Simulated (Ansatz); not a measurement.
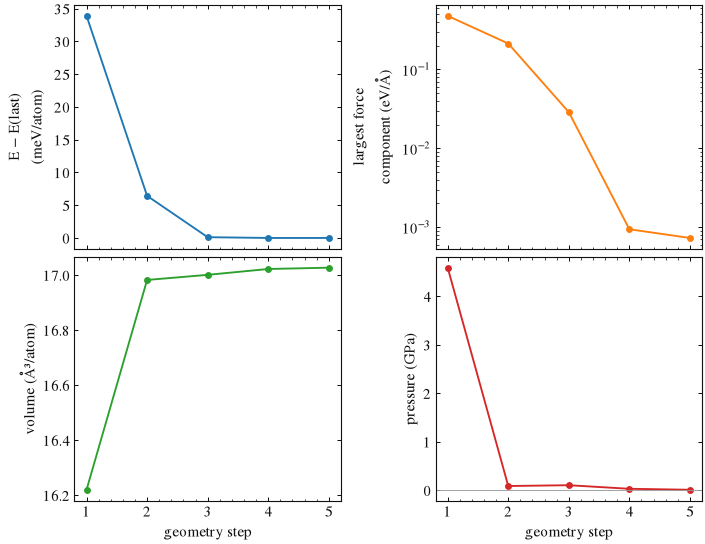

History of a geometry optimisation. Atoms and cell relax. A closing SCF on a freshly chosen basis isn't drawn.

```
crystal:
  lattice:
    - [-3.262985, 3.262985, 2.666002]
    - [3.262985, -3.262985, 2.666002]
    - [3.262985, 3.262985, -2.666002]
  atoms:
    - { symbol: Li, position: [0.0, 0.0, 0.0] }
    - { symbol: Ga, position: [0.303, 0.303, 0.606] }
    - { symbol: Ga, position: [0.303, 0.697, 0.0] }
    - { symbol: Ga, position: [0.697, 0.697, 0.394] }
    - { symbol: Ga, position: [0.697, 0.303, 0.0] }
    - { symbol: Ti, position: [0.75, 0.25, 0.5] }
    - { symbol: Ti, position: [0.25, 0.75, 0.5] }
  symmetry: { tolerance: 0.0003 }
kpoints:
  mp_grid: { grid: [4, 4, 4], shift: [0, 0, 0] }
magnetization:
  spin_polarized: false
scf:
  occupations: { method: cold, width: 0.01 }
hamiltonian:
  pseudopotentials: { kind: paw }
  xc: pbe
basis:
  ecutwfc: 420
output:
  forces: true
  stress: true
  eigenvalues: true
  write_density: true
  write_potential: true
  elf: true
  volumetric_format: npy
relax:
  max_steps: 40
  cell: {}
```

Launched with:
```bash
ansatz run input.yaml --threads 1 --pin off --max-ram 2560MiB --backend cpu --events-out ev --progress --plain --runs-dir out
```

> How did the optimisation end?

The optimisation met its thresholds at geometry 5, counting the start as the first. The energy fell by about 34 meV/atom from the first step to the last. The largest force component goes from about 0.48 eV/Å at the start to 7 × 10⁻⁴ eV/Å at the end.

> Was the starting cell too large or too small?

The volume grows from 16.22 to 17.03 Å³ per atom (+5.0 %), as the pressure goes from 4.6 GPa to about 0 GPa. The start was compressed.
